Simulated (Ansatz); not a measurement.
```yaml
atoms:
  - { symbol: Cu, position_ang: [0.0000, 0.0000, -0.8824] }
  - { symbol: F, position_ang: [0.0000, 0.0000, 0.8824] }
```

Geometry: PBE0-D4/def2-TZVP.

Method: RKS PBE0-D4/def2-TZVPPD (Ansatz).

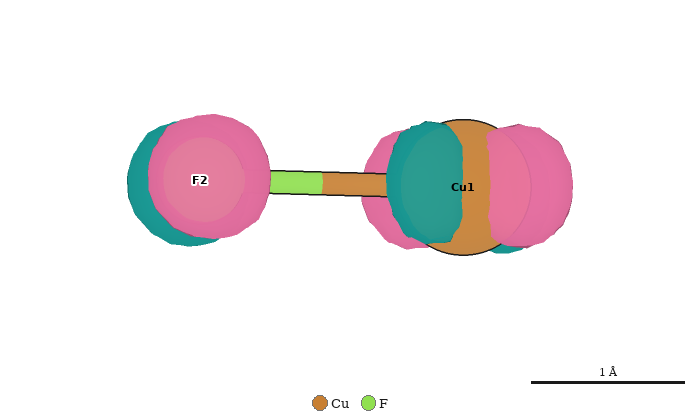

CuF. The HOMO−1 at ±0.4 Å⁻³ᐟ² (teal and pink are the two phases), seen from one side.

What is the character of this orbital?

It lies mainly on Cu1 (about 65 %) and F2 (about 35 %). It is one of a degenerate set, so its orientation is arbitrary. Its energy is −7.84 eV.
